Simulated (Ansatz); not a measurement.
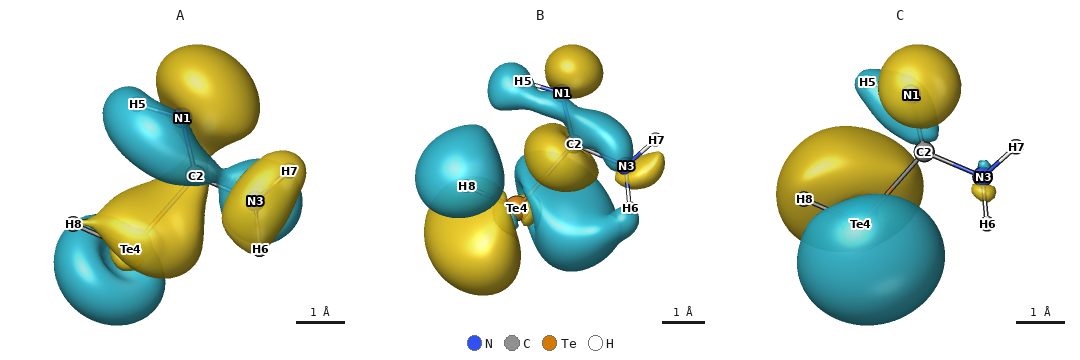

The picture shows: CH₄N₂Te (SMILES N=C(N)[TeH]). Three frontier orbitals at ±0.08 Å⁻³ᐟ² (yellow and cyan are the two phases), in no order.

Core potentials replace the inner electrons of Te.

All numbers below come from RKS LDA/def2-SVP (Ansatz).

| atom | x (Å) | y (Å) | z (Å) |
| --- | --- | --- | --- |
| N | -0.8691 | 1.1429 | 0.0850 |
| C | -0.0188 | 0.2308 | -0.1171 |
| N | 1.3199 | 0.4361 | -0.1444 |
| Te | -0.4487 | -1.8706 | -0.6010 |
| H | -1.8444 | 0.8613 | -0.0669 |
| H | 1.9465 | -0.3386 | 0.0818 |
| H | 1.6303 | 1.3913 | 0.0702 |
| H | -1.6189 | -1.8945 | 0.5997 |

Question: Which picture is the HOMO−1, the HOMO and the LUMO?

Answer: A is the HOMO−1 (−5.89 eV). Its weight (Hirshfeld) is mainly on N1 (about 50 %), Te4 (about 20 %), N3 (about 15 %) and C2 (about 10 %). C is the HOMO (−5.27 eV). By Hirshfeld shares it lies mainly on Te4 (about 80 %) and N1 (about 10 %). B is the LUMO (−1.83 eV). It lies mainly on Te4 (about 55 %), C2 (about 15 %), H8 (about 10 %) and N1 (about 5 %).

Question: What is the HOMO–LUMO gap?

Answer: 3.44 eV between the orbital energies.
